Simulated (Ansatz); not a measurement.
## Electronic structure of CH3BF2···H4OSi in real space

```xyz
13

B     0.0104    0.2331    0.3672
C     0.0736    0.5498    1.9025
H    -0.8387    0.2510    2.4190
H     0.9343    0.0733    2.3737
H     0.1901    1.6304    2.0350
F     1.0999    0.1702   -0.3678
F    -1.1307    0.2381   -0.2962
O    -0.1723   -2.2460    0.6052
Si   -0.9605   -3.1729   -0.5374
H    -0.3769   -4.5340   -0.5514
H    -2.3993   -3.2840   -0.2132
H    -0.7695   -2.5154   -1.8381
H    -0.0420   -2.6032    1.4704
```

Theory: RHF/def2-SVP (Ansatz 0.2.0).

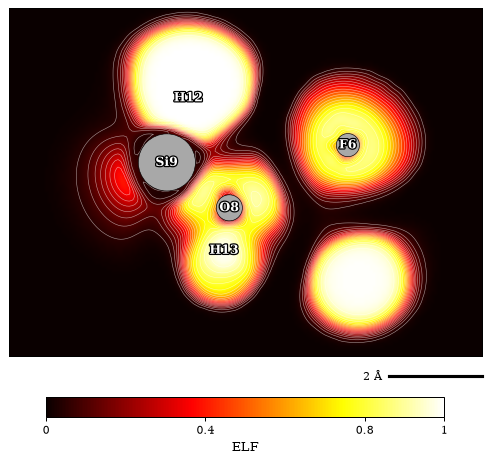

Figure 1. ELF on the plane of atoms O8, Si9 and H12. Grey discs cover the atomic cores.

Question: Describe what can be read from this map.

Answer: Atoms in the plane: F, O, Si and H.
Si–O (1.67 Å): the ELF peaks at about 0.90 between the atoms, as expected for a polar covalent bond.
O–H (0.95 Å): the ELF climbs to about 1 towards the hydrogen, as it does in any bond to H (a covalent bond by its length).
Si–H (1.47 Å): the ELF climbs to about 1 towards the hydrogen.
The ELF also peaks beside F6, away from the bonds: lone-pair regions.

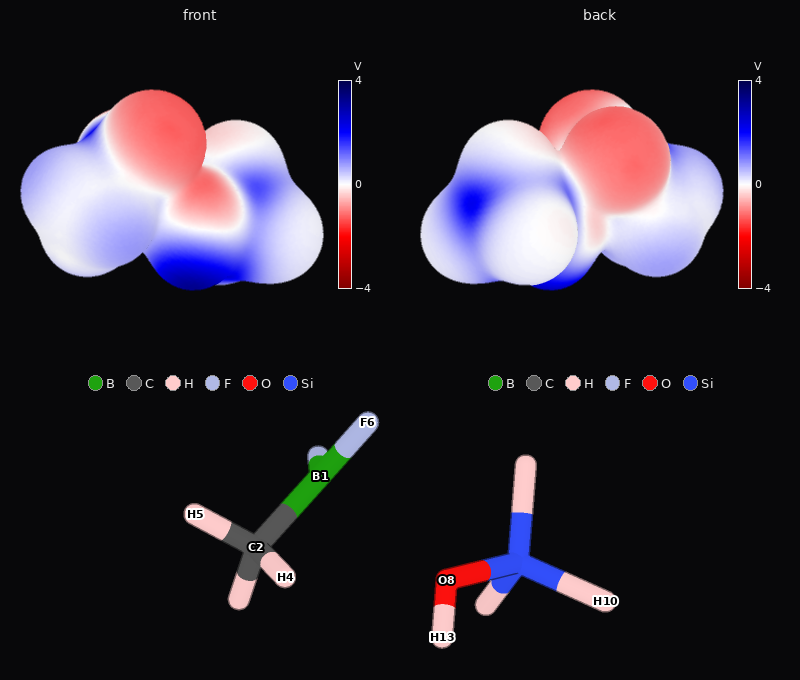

Figure 2. The electrostatic potential painted on the density surface at 0.002 e/bohr³, seen from the front and from behind; the colour scale runs from red (negative) to blue (positive). The bare structure is drawn below in the same view.

Question: Where is the surface potential most negative and most positive?

Answer: The most negative region (about −1.3 V) lies over F6, the most positive (about +3.1 V) over H13.

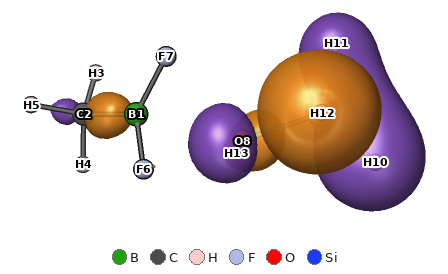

Figure 3. The HOMO−1 at ±0.1 Å⁻³ᐟ² (orange and purple are the two phases), seen from one side.

Question: Describe this orbital and give its energy.

Answer: It lies mainly on Si9 (about 35 %), H12 (about 30 %), H10 (about 15 %) and O8 (about 10 %). Its energy is −13.14 eV.
